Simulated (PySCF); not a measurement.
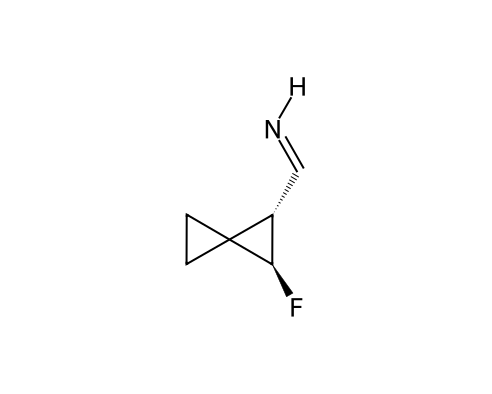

The geometry was computed by an optimisation with PBE0-D3(BJ)/def2-SVP. No frequency run is at hand to confirm it as a minimum. Program: PySCF 2.14.0.

Tabulate HOMO–LUMO gap (eV), dipole (D) at these levels: PBE0/def2-SVPD; PBE0/def2-SVPD in cyclohexane (IEF-PCM); PBE0/def2-SVPD in dimethylsulfoxide (IEF-PCM); PBE0/pcSseg-1 in cyclohexane (IEF-PCM); PBE0/pcSseg-1 in dimethylsulfoxide (IEF-PCM).

| level | HOMO–LUMO gap (eV) | dipole (D) |
| --- | --- | --- |
| PBE0/def2-SVPD | 7.31 | 3.01 |
| PBE0/def2-SVPD in cyclohexane (IEF-PCM) | 7.36 | 3.38 |
| PBE0/def2-SVPD in dimethylsulfoxide (IEF-PCM) | 7.42 | 4.12 |
| PBE0/pcSseg-1 in cyclohexane (IEF-PCM) | 7.43 | 3.31 |
| PBE0/pcSseg-1 in dimethylsulfoxide (IEF-PCM) | 7.48 | 3.95 |
